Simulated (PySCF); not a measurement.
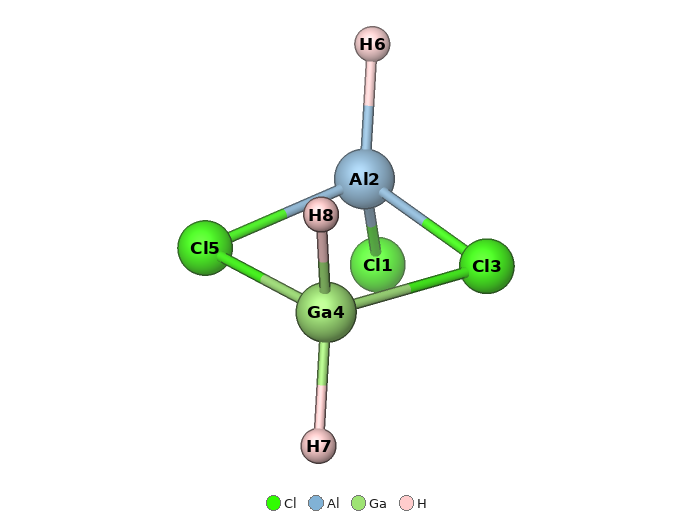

Depth is shown by fading: the farther an atom, the more it takes the colour of the background. The computed structure is the end point of a PBE0-D3(BJ)/def2-SVP optimisation. No frequency run is at hand to confirm it as a minimum.

Q: What is the conformation of the ring Al2–Cl3–Ga4–Cl5?

A: It is puckered (butterfly). The Cremer–Pople amplitude Q is 0.19 Å.

Q: Give the torsion angles round the ring, beginning with the bond from its second to its third atom.

A: 9°, −9°, 10°, −10°.
